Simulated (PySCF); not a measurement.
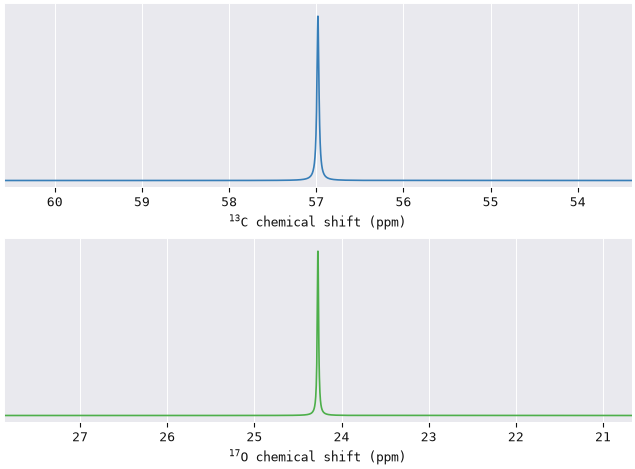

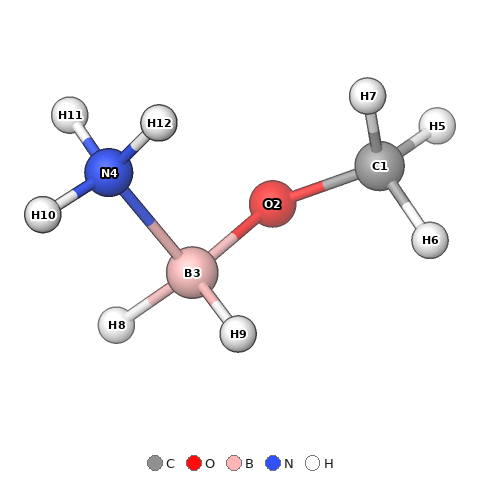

Spectrum and numbered structure of CH₈BNO, SMILES CO[BH2-][NH3+]. GIAO shifts, PBE0/def2-TZVP, PySCF 2.14.0, at a PBE0-D3(BJ)/def2-SVP geometry (no frequency check), against TMS for ¹³C and H₂O for ¹⁷O computed at the same level (¹⁷O: a single water molecule, while the usual scale starts at liquid water and gives values some tens of ppm lower). Gas phase, fully decoupled, line heights follow the number of nuclei, widths are arbitrary (no quadrupolar broadening); values of one conformer, averaged over methyl-type rotors and exact or near symmetry; other conformers aren't averaged in.

**Where does the ¹³C line lie?**

At 57.0 ppm (C1).

**Where does the ¹⁷O line lie?**

At 24.3 ppm (O2).
